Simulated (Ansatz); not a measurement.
# GePO (quartet): from Hartree-Fock to the top rungs, cc-pVTZ

Aim: climb from Hartree-Fock through coupled cluster for GePO (quartet) at one geometry and basis, and see what each rung misses.

Computed with Ansatz 0.2.0, Gaussian basis. Level: cc-pVTZ, core rule «outside noble gas», up to 20 orbitals frozen.

To be run: UHF; CCSD(T) on ROHF; CCSD(T) on UHF; BCCD(T) on ROHF; CCSDT(Q) on ROHF; CCSDT(Q) on UHF.

8 further runs of the same task are left out: 3 for a known fault of the program, 5 set aside as unsound or not needed.

## (1) What is computed

The geometry is a PBE0/def2-TZVP stationary point (not a proven minimum) of the parent state, kept for this charge and spin. No spin-orbit coupling is included. The filled d shell of Ge may be among the frozen orbitals whatever the setting's name suggests; the logs give the count.

3 atoms, charge 0, spin multiplicity 4.

Atoms are counted from 1 here; the program's logs count them from 0.

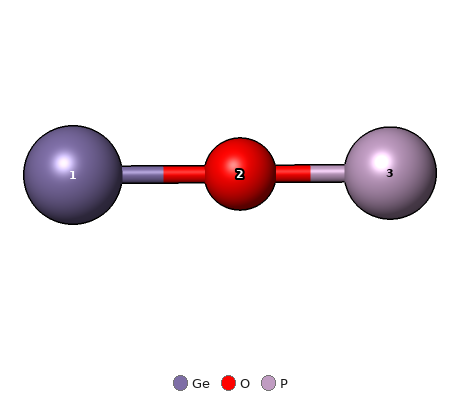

The geometry (germanium purple, oxygen red, phosphorus pink); atoms are numbered from 1 in the order of the file.

In the tables R marks a restricted open-shell determinant and U an unrestricted one; energies count from the table's Hartree-Fock row.

## (2) UHF

in.yaml reads:

```yaml
crystal:
  periodic: [false, false, false]
  atoms:
    - {symbol: Ge, position_ang: [0.000000, 0.000000, 1.719200]}
    - {symbol: O, position_ang: [0.000000, 0.000000, -0.060500]}
    - {symbol: P, position_ang: [0.000000, 0.000000, -1.658700]}
basis:
  gaussian: {orbitals: cc-pVTZ}
magnetization: {spin_polarized: true, initial_magnetization: 3}
hamiltonian: {xc: hf}
output: {orbitals: {seedname: orbitals}}
```

Launch:

```console
$ ansatz run in.yaml --threads 1 --pin off --events-out ev --progress --plain --max-ram 4096MiB --backend cpu
```

Log:

```text
Functional definition: HF
  name "HF"
  cite "Fock, Z. Phys. 61, 126 (1930) doi:10.1007/BF01340294"
  parent pbe
  exchange = exact_x
  correlation = 0
669 factors; integrals over basis functions are off by at most 1.1e-3 eV
mean field evaluation 1: about -67782.3976 eV, gradient 2.1e1 eV
mean field evaluation 2: about -67782.4076 eV, gradient 2.1e1 eV
mean field evaluation 4: about -67784.4029 eV, gradient 3.0e0 eV
mean field evaluation 8: about -67784.5171 eV, gradient 1.9e-1 eV
mean field evaluation 16: about -67784.4027 eV, gradient 3.0e0 eV
mean field -67784.51781424 eV, -2491.0350836768 hartree, gradient 1.9e-5 eV, S^2 3.801348; 0 other end points of the search recorded, 0 dependent functions left out
reference -67784.51781424 eV, -2491.0350836768 hartree; 29, 26 occupied and 78, 81 virtual orbitals, 669 factors
Total energy: -67784.51781424 eV, -2491.0350836768 hartree
```

It took 2.7 s on 1 thread of AMD EPYC 7R13, shared host.

From the report: ⟨S²⟩ of the determinant 3.801 (pure quartet: 3.75).

## (3) CCSD(T) on ROHF

Edit in.yaml of step 2 so:

```diff
@@ -8,4 +8,3 @@
   gaussian: {orbitals: cc-pVTZ}
-magnetization: {spin_polarized: true, initial_magnetization: 3}
-hamiltonian: {xc: hf}
-output: {orbitals: {seedname: orbitals}}
+magnetization: {spin_polarized: false, initial_magnetization: 3}
+correlation: {method: ccsd_t, electrons: outside_noble_gas}
```

Launch:

```console
$ ansatz run in.yaml --threads 2 --pin off --events-out ev --progress --plain --max-ram 24576MiB --backend cuda --devices 0, --max-vram 18GiB
```

Log, shortened:

```text
Functional definition: HF
  name "HF"
  cite "Fock, Z. Phys. 61, 126 (1930) doi:10.1007/BF01340294"
  parent pbe
[...]
669 factors; integrals over basis functions are off by at most 1.1e-3 eV
[...]
mean field -67784.20512147 eV, -2491.0235924296 hartree, gradient 2.3e-6 eV, S^2 3.750000; 8 other end points of the search recorded, 0 dependent functions left out
determinant -67784.20512147 eV, -2491.0235924296 hartree, with singles and doubles -67796.09051533 eV, -2491.4603725976 hartree
determinant -67780.92934814 eV, -2490.9032099801 hartree, with singles and doubles -67793.25485186 eV, -2491.3561638874 hartree
determinant -67780.89355029 eV, -2490.9018944335 hartree, with singles and doubles -67793.22146665 eV, -2491.3549370036 hartree
determinant -67779.88865798 eV, -2490.8649653223 hartree, with singles and doubles -67792.76726318 eV, -2491.3382453339 hartree
determinant -67784.20512147 eV, -2491.0235924296 hartree, with singles and doubles -67796.02640420 eV, -2491.4580165571 hartree
determinant -67780.92934814 eV, -2490.9032099801 hartree, with singles and doubles -67793.20312564 eV, -2491.3542629837 hartree
20 core orbitals not correlated: weight in the atoms' cores, before any rotation towards them, 0.993 or more for the frozen orbitals, at most 0.008 for the correlated occupied ones
reference -67784.20512147 eV, -2491.0235924296 hartree; 9, 6 occupied and 78, 81 virtual orbitals, 669 factors
second order -11.07644406 eV of doubles, -0.15386030 eV of singles
cycle   1  -11.82169950 eV  change   -4.2e-4 eV  update   2.3e-3
[...]
cycle   8  -11.82223172 eV  change    1.6e-5 eV  update   4.6e-6
perturbative correction -0.52435488 eV, -0.0192696865 hartree
Total energy: -67796.55170808 eV, -2491.4773211185 hartree
```

Wall time 7 s (1 × H100 (card shared with other runs) with 2 threads of AMD EPYC 7R13, shared host); peak host memory 0.8 GiB.

From the report: correlation -12.3466 eV; T1 0.028; largest double amplitude 0.06.

## (4) CCSD(T) on UHF

Edit in.yaml of step 3 so:

```diff
@@ -8,3 +8,3 @@
   gaussian: {orbitals: cc-pVTZ}
-magnetization: {spin_polarized: false, initial_magnetization: 3}
+magnetization: {spin_polarized: true, initial_magnetization: 3}
 correlation: {method: ccsd_t, electrons: outside_noble_gas}
```

Same command.

Log, shortened:

```text
Functional definition: HF
  name "HF"
  cite "Fock, Z. Phys. 61, 126 (1930) doi:10.1007/BF01340294"
  parent pbe
[...]
669 factors; integrals over basis functions are off by at most 1.1e-3 eV
[...]
mean field -67784.51781424 eV, -2491.0350836768 hartree, gradient 6.0e-6 eV, S^2 3.801348; 4 other end points of the search recorded, 0 dependent functions left out
determinant -67784.51781424 eV, -2491.0350836768 hartree, with singles and doubles -67796.08579005 eV, -2491.4601989470 hartree
determinant -67781.25616892 eV, -2490.9152204222 hartree, with singles and doubles -67793.31356674 eV, -2491.3583216193 hartree
determinant -67781.11255449 eV, -2490.9099426893 hartree, with singles and doubles -67793.22646596 eV, -2491.3551207245 hartree
determinant -67784.51781424 eV, -2491.0350836768 hartree, with singles and doubles -67796.03849954 eV, -2491.4584610526 hartree
determinant -67781.25616892 eV, -2490.9152204222 hartree, with singles and doubles -67793.27741918 eV, -2491.3569932211 hartree
20 core orbitals not correlated: weight in the atoms' cores, before any rotation towards them, 0.993 or more for the frozen orbitals, at most 0.009 for the correlated occupied ones
reference -67784.51781424 eV, -2491.0350836768 hartree; 9, 6 occupied and 78, 81 virtual orbitals, 669 factors
second order -10.84269995 eV of doubles, -0.00000000 eV of singles
cycle   1  -11.52131907 eV  change   -6.3e-4 eV  update   2.5e-3
[...]
cycle   9  -11.52247396 eV  change    5.5e-6 eV  update   2.1e-6
perturbative correction -0.51348476 eV, -0.0188702169 hartree
Total energy: -67796.55377295 eV, -2491.4773970014 hartree
```

Run time: 4.4 s. Hardware: 1 × H100 (card shared with other runs) with 2 threads of AMD EPYC 7R13, shared host; peak host memory 0.8 GiB.

From the report: ⟨S²⟩ of the determinant 3.801 (pure quartet: 3.75); correlation -12.0360 eV; T1 0.026; largest double amplitude 0.06.

## (5) BCCD(T) on ROHF

Edit in.yaml of step 4 so:

```diff
@@ -8,3 +8,3 @@
   gaussian: {orbitals: cc-pVTZ}
-magnetization: {spin_polarized: true, initial_magnetization: 3}
-correlation: {method: ccsd_t, electrons: outside_noble_gas}
+magnetization: {spin_polarized: false, initial_magnetization: 3}
+correlation: {method: bccd_t, electrons: outside_noble_gas}
```

Same command.

Log, shortened:

```text
Functional definition: HF
  name "HF"
  cite "Fock, Z. Phys. 61, 126 (1930) doi:10.1007/BF01340294"
  parent pbe
[...]
669 factors; integrals over basis functions are off by at most 1.1e-3 eV
[...]
mean field -67784.20512147 eV, -2491.0235924296 hartree, gradient 2.3e-6 eV, S^2 3.750000; 8 other end points of the search recorded, 0 dependent functions left out
determinant -67784.20512147 eV, -2491.0235924296 hartree, with singles and doubles -67796.09051533 eV, -2491.4603725976 hartree
determinant -67780.92934814 eV, -2490.9032099801 hartree, with singles and doubles -67793.25485186 eV, -2491.3561638874 hartree
determinant -67780.89355029 eV, -2490.9018944335 hartree, with singles and doubles -67793.22146665 eV, -2491.3549370036 hartree
determinant -67779.88865798 eV, -2490.8649653223 hartree, with singles and doubles -67792.76726318 eV, -2491.3382453339 hartree
determinant -67784.20512147 eV, -2491.0235924296 hartree, with singles and doubles -67796.02640420 eV, -2491.4580165571 hartree
determinant -67780.92934814 eV, -2490.9032099801 hartree, with singles and doubles -67793.20312564 eV, -2491.3542629837 hartree
20 core orbitals not correlated: weight in the atoms' cores, before any rotation towards them, 0.993 or more for the frozen orbitals, at most 0.008 for the correlated occupied ones
reference -67784.20512147 eV, -2491.0235924296 hartree; 9, 6 occupied and 78, 81 virtual orbitals, 669 factors
second order -11.07644406 eV of doubles, -0.15386030 eV of singles
cycle   1  -11.78448231 eV  change    3.7e-2 eV  update   1.4e-2
[...]
cycle  10  -11.79319898 eV  change    7.7e-6 eV  update   8.7e-6
perturbative correction -0.55900238 eV, -0.0205429587 hartree
Total energy: -67796.55732283 eV, -2491.4775274570 hartree
```

Wall time 6 s (1 × H100 (card shared with other runs) with 2 threads of AMD EPYC 7R13, shared host); peak host memory 0.82 GiB.

From the report: correlation -12.3522 eV; largest double amplitude 0.06.

## (6) CCSDT(Q) on ROHF

Edit in.yaml of step 5 so:

```diff
@@ -9,2 +9,2 @@
 magnetization: {spin_polarized: false, initial_magnetization: 3}
-correlation: {method: bccd_t, electrons: outside_noble_gas}
+correlation: {method: ccsdt_q, electrons: outside_noble_gas}
```

The command is unchanged.

Log, shortened:

```text
Functional definition: HF
  name "HF"
  cite "Fock, Z. Phys. 61, 126 (1930) doi:10.1007/BF01340294"
  parent pbe
[...]
1227 factors; integrals over basis functions are off by at most 2.5e-7 eV
[...]
mean field -67784.20528188 eV, -2491.0235983247 hartree, gradient 3.3e-6 eV, S^2 3.750000; 8 other end points of the search recorded, 0 dependent functions left out
determinant -67784.20528188 eV, -2491.0235983247 hartree, with singles and doubles -67796.09068015 eV, -2491.4603786548 hartree
determinant -67780.92952381 eV, -2490.9032164359 hartree, with singles and doubles -67793.25497522 eV, -2491.3561684208 hartree
determinant -67780.89373322 eV, -2490.9019011560 hartree, with singles and doubles -67793.22162579 eV, -2491.3549428516 hartree
determinant -67779.88882708 eV, -2490.8649715366 hartree, with singles and doubles -67792.76742587 eV, -2491.3382513124 hartree
determinant -67784.20528188 eV, -2491.0235983247 hartree, with singles and doubles -67796.02655134 eV, -2491.4580219644 hartree
determinant -67780.92952381 eV, -2490.9032164359 hartree, with singles and doubles -67793.20322784 eV, -2491.3542667395 hartree
20 core orbitals not correlated: weight in the atoms' cores, before any rotation towards them, 0.993 or more for the frozen orbitals, at most 0.008 for the correlated occupied ones
reference -67784.20528188 eV, -2491.0235983247 hartree; 9, 6 occupied and 78, 81 virtual orbitals, 1227 factors
second order -11.07645657 eV of doubles, -0.15385878 eV of singles
cycle   1  -11.33899421 eV  change   -1.0e-1 eV  update   1.2e-1
[...]
cycle  19  -12.37131761 eV  change    1.2e-6 eV  update   1.2e-6
perturbative correction -0.02561098 eV, -0.0009411862 hartree
Total energy: -67796.60221048 eV, -2491.4791770476 hartree
```

Wall time 2 min (1 × H100 (card shared with other runs) with 2 threads of AMD EPYC 7R13, shared host); peak host memory 2.5 GiB.

From the report: correlation -12.3969 eV; T1 0.030; largest double amplitude 0.06.

## (7) CCSDT(Q) on UHF

Edit in.yaml of step 6 so:

```diff
@@ -8,3 +8,3 @@
   gaussian: {orbitals: cc-pVTZ}
-magnetization: {spin_polarized: false, initial_magnetization: 3}
+magnetization: {spin_polarized: true, initial_magnetization: 3}
 correlation: {method: ccsdt_q, electrons: outside_noble_gas}
```

Launched as before.

Log, shortened:

```text
Functional definition: HF
  name "HF"
  cite "Fock, Z. Phys. 61, 126 (1930) doi:10.1007/BF01340294"
  parent pbe
[...]
1227 factors; integrals over basis functions are off by at most 2.5e-7 eV
[...]
mean field -67784.51797192 eV, -2491.0350894717 hartree, gradient 4.7e-6 eV, S^2 3.801348; 4 other end points of the search recorded, 0 dependent functions left out
determinant -67784.51797192 eV, -2491.0350894717 hartree, with singles and doubles -67796.08595406 eV, -2491.4602049741 hartree
determinant -67781.25633652 eV, -2490.9152265814 hartree, with singles and doubles -67793.31374247 eV, -2491.3583280774 hartree
determinant -67781.11273406 eV, -2490.9099492882 hartree, with singles and doubles -67793.22663193 eV, -2491.3551268239 hartree
determinant -67784.51797192 eV, -2491.0350894717 hartree, with singles and doubles -67796.03864683 eV, -2491.4584664656 hartree
determinant -67781.25633652 eV, -2490.9152265814 hartree, with singles and doubles -67793.27758026 eV, -2491.3569991406 hartree
20 core orbitals not correlated: weight in the atoms' cores, before any rotation towards them, 0.993 or more for the frozen orbitals, at most 0.009 for the correlated occupied ones
reference -67784.51797192 eV, -2491.0350894717 hartree; 9, 6 occupied and 78, 81 virtual orbitals, 1227 factors
second order -10.84271141 eV of doubles, -0.00000000 eV of singles
cycle   1  -10.98890950 eV  change   -1.5e-1 eV  update   1.2e-1
[...]
cycle  19  -12.06387193 eV  change    7.7e-7 eV  update   1.4e-6
perturbative correction -0.03145952 eV, -0.0011561160 hartree
Total energy: -67796.61330338 eV, -2491.4795847040 hartree
```

It took 82 s on 1 × H100 (card shared with other runs) with 2 threads of AMD EPYC 7R13, shared host; peak host memory 1.9 GiB.

From the report: ⟨S²⟩ of the determinant 3.801 (pure quartet: 3.75); correlation -12.0953 eV; T1 0.029; largest double amplitude 0.07.

## (8) The ladder

The yardstick is UCCSDT(Q), where the cluster series has nearly closed. Rows without a time come out of other runs: HF, MP2 and CCSD of CCSD(T), CCSDT of CCSDT(Q).

| method | energy from the lowest ROHF (meV) | from UCCSDT(Q) (meV) | time |
| --- | --- | --- | --- |
| ROHF | 0.0 | +12408.2 |  |
| UHF | -312.7 | +12095.5 |  |
| RMP2 | -11230.3 | +1177.9 |  |
| UMP2 | -11155.4 | +1252.8 |  |
| RCCSD | -11822.2 | +586.0 |  |
| UCCSD | -11835.2 | +573.0 |  |
| RCCSD(T) | -12346.6 | +61.6 | 7 s |
| UCCSD(T) | -12348.7 | +59.5 | 4.4 s |
| BCCD(T) | -12352.2 | +56.0 | 6 s |
| RCCSDT | -12371.5 | +36.7 |  |
| UCCSDT | -12376.7 | +31.5 |  |
| RCCSDT(Q) | -12397.1 | +11.1 | 2 min |
| UCCSDT(Q) | -12408.2 | 0 | 82 s |

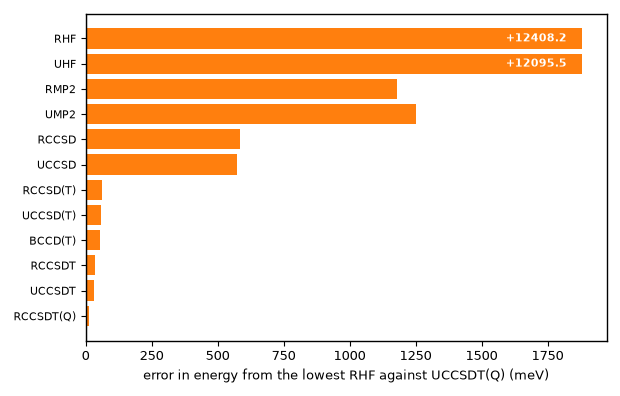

Deviations from UCCSDT(Q), method by method. Bars with a number in them are cut short.

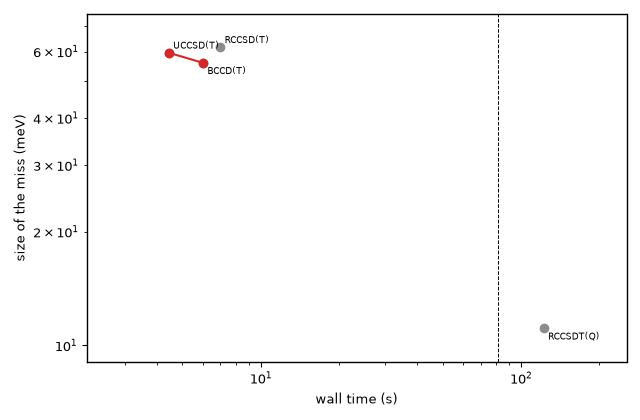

Accuracy for the time spent; red marks the levels that beat every quicker one drawn (of those quicker than the yardstick), and the dashed line is the time of UCCSDT(Q). Times are from a shared host.

## (9) What came out

| quantity | value |
| --- | --- |
| UCCSDT(Q) from the ROHF energy | -12.4082 eV |
| RMP2 from UCCSDT(Q) | +1177.9 meV |
| UMP2 from UCCSDT(Q) | +1252.8 meV |
| RCCSD from UCCSDT(Q) | +586.0 meV |
| RCCSD(T) from UCCSDT(Q) | +61.6 meV |
| UCCSD(T) from UCCSDT(Q) | +59.5 meV |
| RCCSDT(Q) from UCCSDT(Q) | +11.1 meV |
| levels within 1 kcal/mol (43 meV) | RCCSDT, UCCSDT, RCCSDT(Q) |
| T1 diagnostic | 0.028 |

In words: RCCSD(T) lands +61.6 meV from the yardstick (0.5 % of the correlation energy). These misses are within one basis, not against nature; the frozen cores of restricted and unrestricted runs differ, which can shift their rows.

BCCD(T) reaches 56.0 meV from the reference in 6 s, where UCCSDT(Q) took 82 s; the quickest level in the cost chart, UCCSD(T), takes 4.4 s and misses by 59.5 meV.
